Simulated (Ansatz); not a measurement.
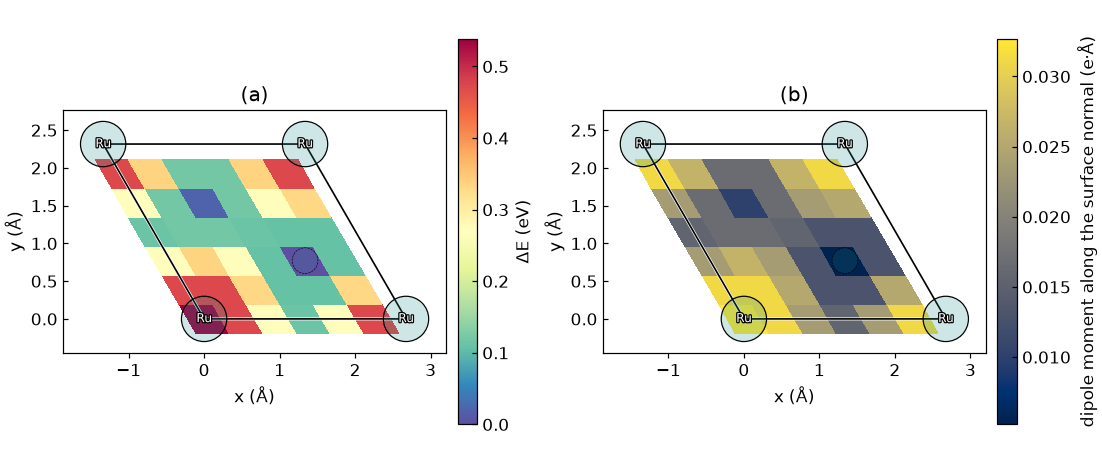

Si on a Ru(001) slab cut from the P6_3/mmc phase, its upper half relaxed before the scan (5 atoms of substrate and one adsorbate in a 1 × 1 cell). 
- Si is moved over the surface cell; relaxed at each place: the height of the adsorbate's atoms; substrate rigid; the origin of the map has the adsorbate above Ru5.
- Places are given modulo a cell vector. The map is drawn in real space over the plane of the surface.
- The scan uses a 6 × 6 grid; 10 points were computed and 26 follow by symmetry.
- Energies are in eV, from the lowest grid point.
- With one adsorbate in each 1 × 1 cell, its nearest image is 2.7 Å away, so neighbouring adsorbates interact.
- Theory: DFT LDA, scalar-relativistic, plane waves, PAW in Ansatz. Settings: cutoff 420 eV, k-mesh 12×12×1, gaussian smearing 0.1 eV, no spin polarisation.

Panel (a) is the energy and panel (b) the computed dipole moment along the surface normal on the same grid.

Drawn: one coloured cell a grid point, labelled circles for the atoms of the top layer and small ones for the second layer, the outline of one cell of the plane.

**How does the dipole moment along the surface normal vary over the map, and what is it at the lowest grid point?**

It runs from 0.01 e·Å at a threefold hollow over a second-layer Ru atom, (4/6, 2/6) of the cell vectors to 0.03 e·Å at the top site over a surface Ru atom, (0/6, 0/6) of the cell vectors. At the lowest grid point, a threefold hollow over a second-layer Ru atom, (4/6, 2/6) of the cell vectors, it is 0.01 e·Å.

PAW datasets: the set soft_1.
